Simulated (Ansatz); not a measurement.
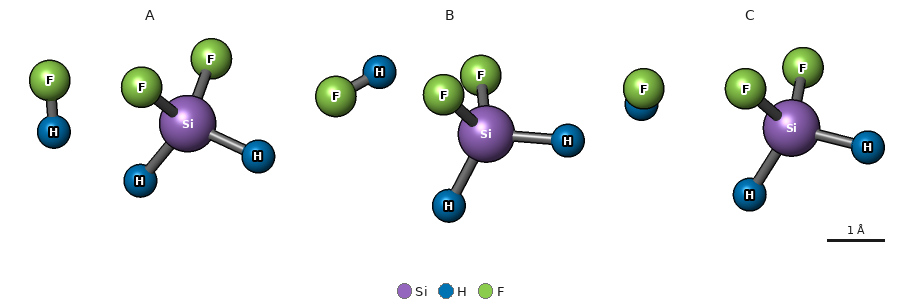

3 geometries from one relaxation of SiH$_{3}$F$_{3}$, in shuffled order. The picture is a ball-and-stick view, seen at a tilt.

The run prepares an end point of a later path (reaction) calculation, from a guessed geometry.

Theory: Ansatz, RKS PBE0/def2-SVP. (no spin polarisation; force threshold 0.03 eV/Å; at most 50 steps)

Question: Order the frames from highest to lowest energy.

Answer: A, C, B. They are steps 0, 18, 31, at +5.50 kcal/mol, +3.61 kcal/mol relative to the last. Over 24 accepted moves (31 points after the start) the energy falls by 5.50 kcal/mol. The largest force component goes from 0.36 to 0.0079 eV/Å. The line search rejected the trial steps at points 2, 9, 11, 16, 20, 26, 30 of the run. The forces were under the threshold at step 7, but the run went on from there. An H atom moves most after the best rigid fit: 1.17 Å. Largest moves by element: H 1.17 Å, F 0.62 Å, Si 0.21 Å. Some distances before and after: F–Si 1.606 → 1.634 Å, H–Si 1.470 → 1.475 Å, F–H 0.923 → 0.928 Å. Bond angles that change, for instance: F–Si–F 110.3° → 107.2°, H–Si–H 112.2° → 115.1°.
